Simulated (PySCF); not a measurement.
# C3H6ClGa: electronic excitations and core binding energies

Aim: predict the electronic excitations and core binding energies of C3H6ClGa (`[Cl][GaH][CH]1CC1`).

Computed with PySCF 2.14.0, with density-fitted response routines of our own, on a single molecule in the gas phase. Atoms are numbered from 0 throughout.

**1. The molecule as given**

11 atoms, charge 0, multiplicity 1; geometry from: GFN2-xTB.

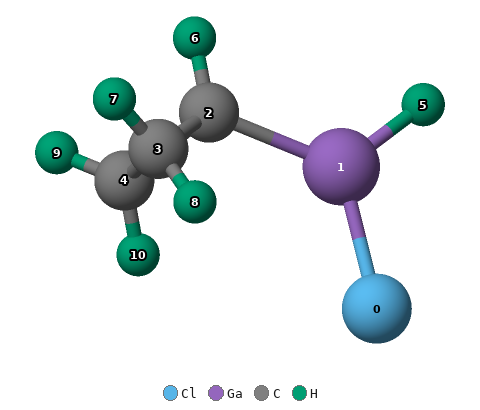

The starting geometry (chlorine blue, gallium purple, carbon grey, hydrogen teal), atoms numbered.

**2. TDDFT and polarisability: B3LYP/def2-SVPD**

The job: settings as JSON, then the geometry in Å.

```
{"job": {"kind": "uv", "xc": "B3LYP", "basis": "def2-SVPD", "nstates": 8, "ntriplets": 3}, "charge": 0, "multiplicity": 1}
Cl     2.991865    -0.636118    -0.184074
Ga     1.672911     0.733753     0.672117
C     -0.332612     0.519768     0.490593
C     -0.883912    -0.886045     0.453135
C     -0.854966    -0.077515    -0.794697
H      2.330335     1.941622     1.461745
H     -0.971574     1.264955     0.958024
H     -1.837343    -1.076459     0.925113
H     -0.185261    -1.714050     0.527705
H     -1.787384     0.295803    -1.193751
H     -0.136634    -0.363043    -1.556944
```

Level: TDDFT B3LYP/def2-SVPD, vertical, gas phase, core orbitals frozen in the response.

On the command line:

```bash
$ OMP_NUM_THREADS=1 python probes_run.py task.json out
```

The driver reads the jobs from task.json and runs them one after another.

The log of the run:

```text
coarse grid: 44104 points
cycle   1  E = -2502.5187993032  dE = -3.706e-02  |g| = 6.742e-01  |ddm| = 4.969e+00
cycle   2  E = -2502.4261496111  dE =  9.265e-02  |g| = 9.812e-01  |ddm| = 2.436e+00
cycle   3  E = -2502.5999704327  dE = -1.738e-01  |g| = 4.849e-02  |ddm| = 1.597e+00
cycle   4  E = -2502.6004368191  dE = -4.664e-04  |g| = 2.992e-02  |ddm| = 1.403e-01
cycle   5  E = -2502.6006505390  dE = -2.137e-04  |g| = 7.103e-03  |ddm| = 4.812e-02
cycle   6  E = -2502.6006643848  dE = -1.385e-05  |g| = 1.608e-03  |ddm| = 1.492e-02
cycle   7  E = -2502.6006650926  dE = -7.079e-07  |g| = 3.176e-04  |ddm| = 3.002e-03
final grid: 90896 points
cycle   8  E = -2502.6006425867  dE = -4.765e-08  |g| = 4.183e-04  |ddm| = 6.387e-03
cycle   9  E = -2502.6006425542  dE =  3.250e-08  |g| = 5.745e-04  |ddm| = 1.527e-03
cycle  10  E = -2502.6006426233  dE = -6.911e-08  |g| = 2.617e-05  |ddm| = 9.155e-04
cycle  11  E = -2502.6006426235  dE = -1.714e-10  |g| = 8.841e-06  |ddm| = 5.392e-05
converged SCF energy = -2502.6006426235

Static polarisability (au): isotropic 76.658, principal 62.103 77.114 90.757

Singlet excitations
state   eV       nm        f      main configurations
  1   4.7937    258.6   0.00049   H->L 0.99
  2   6.0418    205.2   0.00993   H-1->L 0.83, H->L+1 0.16
  3   6.1704    200.9   0.00151   H-2->L 0.97
  4   6.3317    195.8   0.16323   H->L+1 0.80, H-1->L 0.15
  5   6.6209    187.3   0.00204   H-4->L 0.97
  6   6.8260    181.6   0.02674   H-3->L 0.94
  7   6.9450    178.5   0.01015   H-5->L 0.97
  8   7.0381    176.2   0.00007   H-1->L+1 0.97

Triplet excitations (Tamm-Dancoff, eV): 4.5223 5.5069 5.7427
```

It took 28 s on 1 thread of Arm Neoverse V2, shared host; peak memory 0.67 GiB.

The orbitals next to the gap, with their largest atomic shares:

```
orbital     eV                        atoms
 HOMO−3  -9.18           Cl0 84 %, Ga1 10 %
 HOMO−2  -8.76   Cl0 42 %, C3 16 %, C4 16 %
 HOMO−1  -8.49    C2 39 %, C4 20 %, C3 20 %
   HOMO  -7.47   C2 24 %, Ga1 19 %, C4 13 %
   LUMO  -1.59  Ga1 57 %, Cl0 16 %, H5 10 %
 LUMO+1  -0.46  Ga1 41 %, Cl0 24 %, H5 12 %
 LUMO+2   0.39    Ga1 53 %, H5 12 %, H6 7 %
```

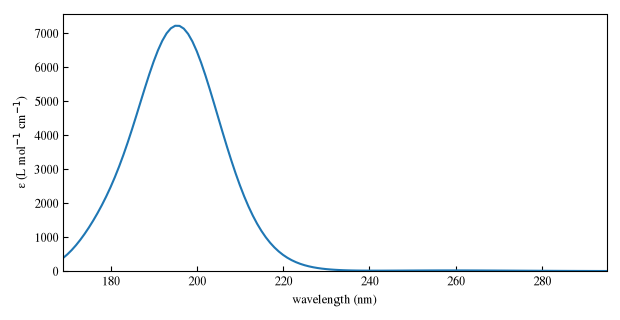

Absorption spectrum: each of the 8 states is a Gaussian band of 0.4 eV half-width at 1/e. Beyond the last state computed it falls off for lack of states.

Further results of this job:

```
           property  computed
  dipole moment (D)      1.95
polarisability (Å³)     11.36
 HOMO–LUMO gap (eV)      5.88
      −ε(HOMO) (eV)      7.47
```

**3. Core holes by ΔSCF: SCAN, X2C**

Settings changed since step 2:

```diff
@@ -1,2 +1,2 @@
-{"job": {"kind": "uv", "xc": "B3LYP", "basis": "def2-SVPD", "nstates": 8, "ntriplets": 3}, "charge": 0, "multiplicity": 1}
+{"job": {"kind": "xps"}, "charge": 0, "multiplicity": 1}
 Cl     2.991865    -0.636118    -0.184074
```

Method: delta-SCF UKS SCAN, pcX-2 on the ionised atom, pcseg-1 elsewhere, spin-free X2C.

The log of the run:

```text
ground state, core basis on atom 0 (Cl), 159 functions
  cycle   1  E = -2519.21893589  |g| = 5.18e-01
  cycle   2  E = -2519.10331027  |g| = 8.25e-01
  cycle   3  E = -2519.28927567  |g| = 7.04e-02
  cycle   4  E = -2519.29053156  |g| = 3.93e-02
  cycle   5  E = -2519.29085538  |g| = 1.27e-02
  cycle   6  E = -2519.29089304  |g| = 4.15e-03
  cycle   7  E = -2519.29089959  |g| = 6.77e-04
  cycle   8  E = -2519.29090072  |g| = 2.35e-04
  E(ground) = -2519.54164709 Eh
hole in Cl 1s of atom 0
  cycle   1  E = -2414.09823527  |g| = 5.47e+00
  cycle   2  E = -2414.64432341  |g| = 2.12e+00
  cycle   3  E = -2415.08798422  |g| = 7.33e-01
  cycle   4  E = -2415.26275854  |g| = 3.79e-01
  cycle   5  E = -2415.33593234  |g| = 1.56e-01
  cycle   6  E = -2415.34961669  |g| = 2.48e-02
  cycle   7  E = -2415.34986314  |g| = 1.15e-02
  cycle   8  E = -2415.34992400  |g| = 4.39e-03
  cycle   9  E = -2415.34993553  |g| = 1.16e-03
  cycle  10  E = -2415.34993543  |g| = 1.73e-04
  E(ion) = -2415.60934764 Eh   <S^2> = 0.7520   hole on atom = 1.000   binding energy = 2828.142 eV
hole in Cl 2p of atom 0
  cycle   1  E = -2511.23542489  |g| = 1.71e+00
  cycle   2  E = -2511.27611507  |g| = 1.24e+00
  cycle   3  E = -2511.65475027  |g| = 2.92e-01
  cycle   4  E = -2511.67956118  |g| = 2.14e-01
  cycle   5  E = -2511.70610354  |g| = 3.88e-02
  cycle   6  E = -2511.70704008  |g| = 8.76e-03
  cycle   7  E = -2511.70709586  |g| = 4.09e-03
  cycle   8  E = -2511.70710310  |g| = 1.04e-03
  cycle   9  E = -2511.70710346  |g| = 2.58e-04
  E(ion) = -2511.96653579 Eh   <S^2> = 0.7518   hole on atom = 1.001   binding energy = 206.129 eV
  2p3/2 = 205.551 eV   2p1/2 = 207.204 eV
ground state, core basis on atom 2 (C), 148 functions
  cycle   1  E = -2519.10744927  |g| = 5.80e-02
  cycle   2  E = -2519.10745567  |g| = 1.72e-02
  cycle   3  E = -2519.10745936  |g| = 1.69e-02
  cycle   4  E = -2519.10753455  |g| = 2.92e-03
  cycle   5  E = -2519.10753473  |g| = 6.21e-04
  cycle   6  E = -2519.10753748  |g| = 1.24e-04
  E(ground) = -2519.37532667 Eh
hole in C 1s of atom 2
  cycle   1  E = -2507.84760890  |g| = 1.52e+00
  cycle   2  E = -2506.76666138  |g| = 2.07e+00
  cycle   3  E = -2508.36807449  |g| = 3.93e-01
  cycle   4  E = -2508.41902248  |g| = 1.93e-01
  cycle   5  E = -2508.43890338  |g| = 6.87e-02
  cycle   6  E = -2508.44167575  |g| = 1.31e-02
  cycle   7  E = -2508.44177150  |g| = 8.25e-03
  cycle   8  E = -2508.44181413  |g| = 2.20e-03
  cycle   9  E = -2508.44182086  |g| = 1.10e-03
  cycle  10  E = -2508.44182183  |g| = 3.33e-04
  E(ion) = -2508.70819187 Eh   <S^2> = 0.7753   hole on atom = 1.000   binding energy = 290.268 eV
ground state, core basis on atom 3 (C), 148 functions
  cycle   1  E = -2519.10578207  |g| = 5.68e-02
  cycle   2  E = -2519.10574135  |g| = 1.88e-02
  cycle   3  E = -2519.10569186  |g| = 2.31e-02
  cycle   4  E = -2519.10583411  |g| = 1.46e-03
  cycle   5  E = -2519.10583554  |g| = 5.24e-04
  cycle   6  E = -2519.10583326  |g| = 5.27e-05
  E(ground) = -2519.37436871 Eh
hole in C 1s of atom 3
  cycle   1  E = -2507.85177064  |g| = 1.51e+00
  cycle   2  E = -2507.06854169  |g| = 1.90e+00
  cycle   3  E = -2508.37456088  |g| = 3.42e-01
  cycle   4  E = -2508.42050734  |g| = 9.15e-02
  cycle   5  E = -2508.42344077  |g| = 4.28e-02
  cycle   6  E = -2508.42442693  |g| = 1.14e-02
  cycle   7  E = -2508.42449332  |g| = 5.86e-03
  cycle   8  E = -2508.42451288  |g| = 2.50e-03
  cycle   9  E = -2508.42451919  |g| = 1.07e-03
  cycle  10  E = -2508.42451845  |g| = 3.06e-04
  E(ion) = -2508.69154224 Eh   <S^2> = 0.7705   hole on atom = 1.000   binding energy = 290.695 eV
```

Wall time 27 s (1 thread of Arm Neoverse V2, shared host); peak memory 0.5 GiB.

Binding energies by hole, beside the orbital energy of the ground state; the difference holds orbital relaxation and, for a density functional, its self-interaction error:

```
       hole  stands for                 environment  ΔSCF (eV; 2p as the shell's mean)  −ε (eV)   ⟨S²⟩
Cl1s on Cl0         Cl0       chlorine bonded to Ga                            2828.14   2763.4  0.752
Cl2p on Cl0         Cl0       chlorine bonded to Ga                             206.10    193.2  0.752
  C1s on C2          C2  three-membered-ring carbon                             290.27    274.1  0.775
  C1s on C3      C3, C4  three-membered-ring carbon                             290.69    273.9  0.771
```

Each hole run stands for the others of its class of like atoms.

With the spin-orbit splitting: Cl0 2p3/2 205.55, 2p1/2 207.20 eV. The table gives each 2p level as the mean over the whole 2p shell (two parts 2p3/2, one part 2p1/2), which differs a little from the single hole in the log.

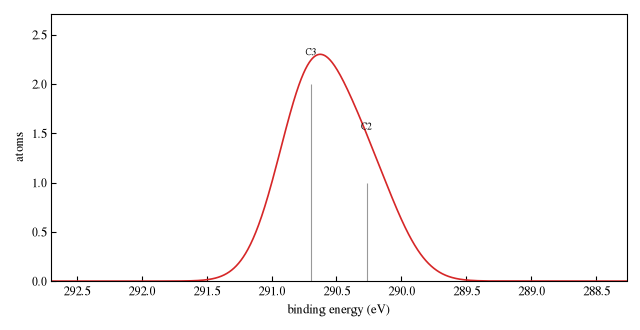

The C1s photoelectron lines, weighted by the number of atoms. Lines are broadened to a width of 0.60 eV (Gaussian).

**4. Summary of results**

| quantity | value |
| --- | --- |
| lowest singlet (B3LYP/def2-SVPD) | 4.79 eV (259 nm), f = 0.000 |
| brightest single state of those computed | state 4, 6.33 eV, f = 0.163 |
| lowest triplet | 4.52 eV |
| C1s binding energies, SCAN/pcX-2 | C3 290.69, C2 290.27 eV |
| Cl1s binding energies, SCAN/pcX-2 | Cl0 2828.14 eV |
| Cl2p binding energies, SCAN/pcX-2 | Cl0 206.10 eV |

**Reading.** The lowest singlet, at 4.79 eV, is HOMO→LUMO 0.99 and is dark; of the 8 states computed, the strongest absorption comes from state 4 at 6.33 eV. The lowest triplet lies 0.27 eV below the lowest singlet (triplets in Tamm-Dancoff, singlets in full TDDFT). The C1s levels kept as sound span 0.43 eV, from C2 (three-membered-ring carbon) up to C3 (three-membered-ring carbon).
